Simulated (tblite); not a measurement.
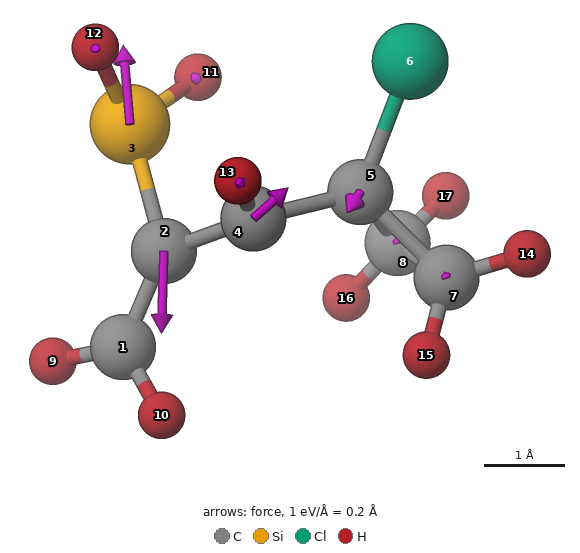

Starting geometry of C6H9ClSi with the computed forces as purple arrows. A ball-and-stick model, seen face on.

The calculation used GFN2-xTB geometry optimisation, gas phase (tblite 0.8.0). 

What follows when this structure is relaxed?

It isn't relaxed: the largest force vector, on C2, is 5.29 eV/Å. The final displacements have little in common with the starting forces (cosine between the two patterns 0.16). Over 120 geometry steps the energy falls by 33.6 kcal/mol. The largest move after the best rigid fit is that of H15, 0.50 Å. Largest moves by element: H 0.50 Å, C 0.49 Å, Cl 0.37 Å, Si 0.30 Å. Among the contacts that change: Si3–C4 2.320 → 1.914 Å, C2–Si3 1.727 → 1.858 Å, C2–C4 1.415 → 1.510 Å, C4–C5 1.550 → 1.489 Å. Bond angles that change, for instance: Si3–C2–C4 94.7° → 68.3°, C1–C2–Si3 135.1° → 154.5°, C1–C2–C4 130.2° → 137.1°.
